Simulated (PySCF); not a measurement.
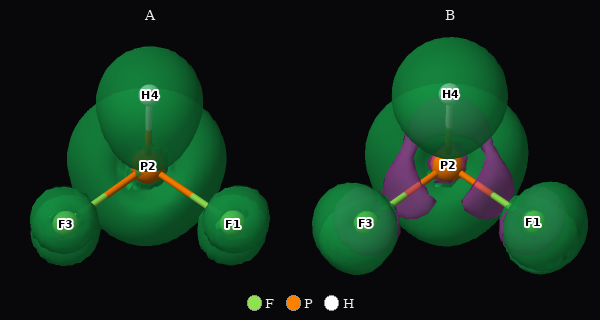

Figure. F2HP, SMILES `FPF`. The Fukui function f⁻ from two separate SCF calculations and the density of the HOMO, at ±0.03 e/Å³ (green positive, purple negative).

Method: PBE0/def2-TZVP; geometry: GFN2-xTB; program: PySCF. No frequency check shows the geometry to be a minimum. GFN2-xTB bond lengths at metals and heavier atoms can be off by up to 0.1 Å and shapes distorted, which carries into these values.

Q: Which panel is which, and how good is the frozen-orbital picture?

A: B is f⁻ (it has negative regions), A the HOMO density. The HOMO lies on P2 (62 %), H4 (15 %) and F1 and F3 (11 % each); f⁻ (Hirshfeld-condensed) is largest on P2 (0.52); the vertical ionisation energy is 11.06 eV. Relaxation shifts 10 % of the electron between atoms. The orbital energy is −8.31 eV.
